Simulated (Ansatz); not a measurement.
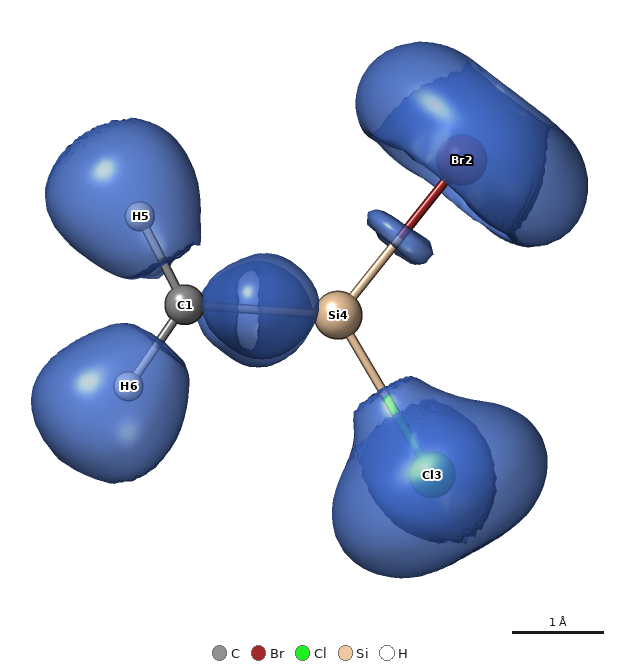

CH₂BrClSi. Isosurface of the ELF at 0.8 (blue), seen across its widest extent. Core shells and regions of very low density are left out.

Geometry: PBE0-D3(BJ)/def2-SVP.

Theory: isolated molecule in a Gaussian basis; Kohn-Sham density functional theory, functional PBE0 (Ansatz 0.2.0).

```xyz
6

C    -0.6649   -0.1903   -0.6047
Br    2.0233   -1.0179   -2.5947
Cl   -1.2323   -2.0532   -3.2733
Si   -0.0752   -0.9880   -1.9752
H     0.0087    0.3645    0.0516
H    -1.7279   -0.2178   -0.3555
```

### What do the ELF domains correspond to?

At this value the surface marks out one region between bonded Br–Si atoms (shared pairs), one region between bonded C–Si atoms (shared pairs), two regions around hydrogen nuclei, one region on Cl in which the atom's valence shell and bonds are merged and one ring or bowl of non-bonding electrons around Br.

Values along the shortest contacts:
C–Si (1.69 Å): the ELF peaks at about 0.90 between the atoms (localised, covalent bonding). Si–Cl (2.04 Å): the ELF peaks at about 0.85 between the atoms, as expected for a shared but strongly polarised pair.
